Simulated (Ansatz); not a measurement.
Consider C2H3FOZn.

The calculation's input:

```
crystal:
  periodic: [false, false, false]
  atoms:
    - { symbol: F, position_ang: [-2.4773, -0.3085, -0.4062] }
    - { symbol: Zn, position_ang: [-1.5467, -0.3137, 1.5762] }
    - { symbol: C, position_ang: [-0.2374, 0.4523, 0.048] }
    - { symbol: C, position_ang: [1.0232, -0.324, -0.4267] }
    - { symbol: O, position_ang: [0.6721, 0.9402, -0.9428] }
    - { symbol: H, position_ang: [0.0327, 0.9457, 1.0335] }
    - { symbol: H, position_ang: [1.877, -0.3384, 0.2298] }
    - { symbol: H, position_ang: [0.7487, -1.1108, -1.1676] }
basis:
  gaussian: { orbitals: def2-SVP }
hamiltonian:
  xc: pbe0
  dispersion: d4
relax:
  f_tol: 0.02
  max_steps: 50
output:
  orbitals: {}
```

Command:

```sh
ansatz run input.yaml --threads 2 --pin off --max-ram 3072MiB --backend cpu --events-out ev --progress --plain --runs-dir out
```

The fields are those of the run's last geometry, not of the input's.

Level of theory: RKS PBE0-D4/def2-SVP (Ansatz).

What will maps of the electron density and electron localisation function show?

C–C (1.47 Å): ρ at the midpoint is about 1.6 e/Å³; the ELF peaks at about 0.85 between the atoms; localised, covalent bonding.
Zn–F (1.74 Å): ρ is about 0.82 e/Å³ halfway; the ELF peaks at about 0.85 in the valence shell of F, 0.5 Å from its nucleus, and is about 0.10 at the midpoint.
C–Zn (1.93 Å): the density is about 0.77 e/Å³ at the midpoint; the ELF peaks at about 0.95 in the valence shell of C, 0.7 Å from its nucleus, and is about 0.45 at the midpoint.
C–H (1.10 Å): the density is about 2 e/Å³ at the midpoint; the ELF climbs to about 1 towards the hydrogen, as it does in any bond to H; a covalent bond by its length.

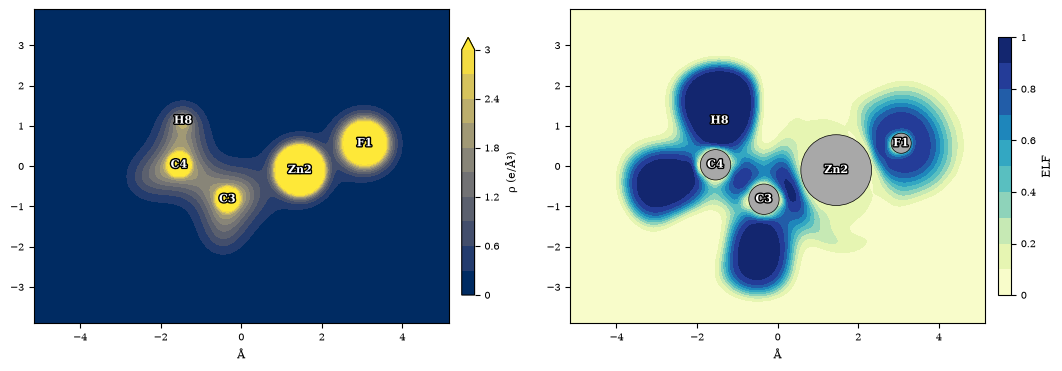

Computed electron density and electron localisation function on the plane of atoms Zn2, C3 and C4, in this order. Grey discs cover the atomic cores in the ELF map. 
